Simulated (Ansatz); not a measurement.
**H₅NOSiSn: small, medium and large basis sets**

How large a basis does H₅NOSiSn need? Two functionals are run in growing sets.

Program: Ansatz 0.2.0, Gaussian basis. Level of theory: one geometry, several basis sets. These are calculated values, not measurements.

Levels to be run: PBE0-D4/def2-SVP; ωB97M-V/def2-SVP; PBE0-D4/def2-QZVPP; ωB97M-V/def2-QZVPP; the functionals' def2-TZVPP values are taken from earlier runs.

### 1 The relaxed structure

An earlier PBE0-D4 in a triple-zeta def2 set relaxation fixed the geometry. Sn takes the def2 core potential; no spin-orbit term is included.

SMILES `[OH][SnH]1[NH][SiH2]1`, 9 atoms, charge 0, spin multiplicity 1.

Atoms are counted from 1 here; the program's logs count them from 0.

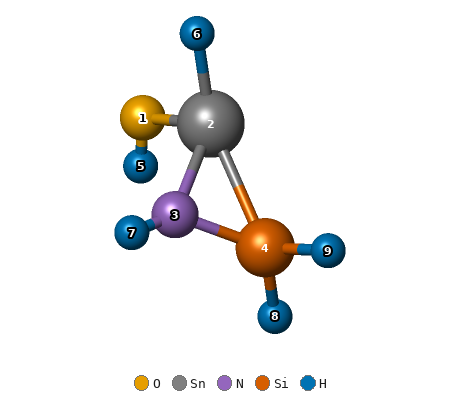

The geometry (oxygen amber, tin grey, nitrogen purple, silicon orange, hydrogen blue); atoms are numbered from 1 in the order of the file.

### 2 PBE0-D4 in def2-SVP

File in.yaml:

```yaml
crystal:
  periodic: [false, false, false]
  atoms:
    - {symbol: O, position_ang: [-1.903928, 1.559222, 0.481388]}
    - {symbol: Sn, position_ang: [-0.360933, 0.941784, -0.576413]}
    - {symbol: N, position_ang: [0.987707, -0.095543, 0.641582]}
    - {symbol: Si, position_ang: [0.566734, -1.349933, -0.416031]}
    - {symbol: H, position_ang: [-2.347430, 0.840975, 0.939022]}
    - {symbol: H, position_ang: [0.234451, 2.425874, -1.156815]}
    - {symbol: H, position_ang: [1.635409, 0.008282, 1.405683]}
    - {symbol: H, position_ang: [-0.277486, -2.484104, 0.056741]}
    - {symbol: H, position_ang: [1.553877, -1.892858, -1.392257]}
basis:
  gaussian: {orbitals: def2-SVP}
hamiltonian: {xc: pbe0, dispersion: d4}
output: {orbitals: {seedname: orbitals}}
```

Run with:

```console
> ansatz run in.yaml --threads 4 --pin off --events-out ev --progress --plain --max-ram 10444MiB
```

Further steps of the session: ωB97M-V in def2-SVP; PBE0-D4 in def2-QZVPP; ωB97M-V in def2-QZVPP.

Before running them: what should the planned runs give, taken together? Wanted: PBE0-D4: double and triple zeta above quadruple; ωB97M-V: double and triple zeta above quadruple.

The runs gave:

| quantity | value |
| --- | --- |
| PBE0-D4: double and triple zeta above quadruple | 8.36, 0.56 eV |
| ωB97M-V: double and triple zeta above quadruple | 8.50, 0.53 eV |

**Reading.** PBE0-D4 gains 7.80 eV from double to triple zeta, then 0.56 eV more. These are total energies; as a rule much of such shifts cancels in differences, which this series doesn't test.
